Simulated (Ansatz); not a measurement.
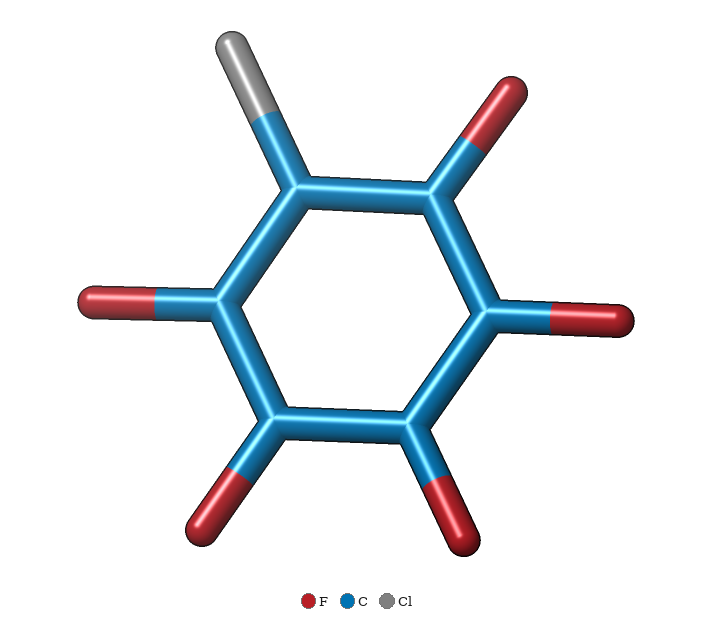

Computed geometry: PBE0-D4/def2-TZVP optimisation. Program: Ansatz 0.2.0.

Tabulate HOMO–LUMO gap (eV), HOMO energy (eV), vertical IP (eV) at these levels: B3LYP-D4/def2-TZVPP; PBE-D4/def2-TZVPP; PBE0-D4/def2-TZVPP; r2SCAN-D4/def2-TZVPP; ωB97M-V/def2-TZVPP; ωB97X-V/def2-TZVPP.

```tsv
level	HOMO–LUMO gap (eV)	HOMO energy (eV)	vertical IP (eV)
B3LYP-D4/def2-TZVPP	6.18	−7.55	9.64
PBE-D4/def2-TZVPP	4.59	−6.53	9.26
PBE0-D4/def2-TZVPP	6.60	−7.75	9.64
r2SCAN-D4/def2-TZVPP	4.99	−6.79	9.40
ωB97M-V/def2-TZVPP	10.71	−9.81	9.74
ωB97X-V/def2-TZVPP	10.85	−9.92	9.78
```
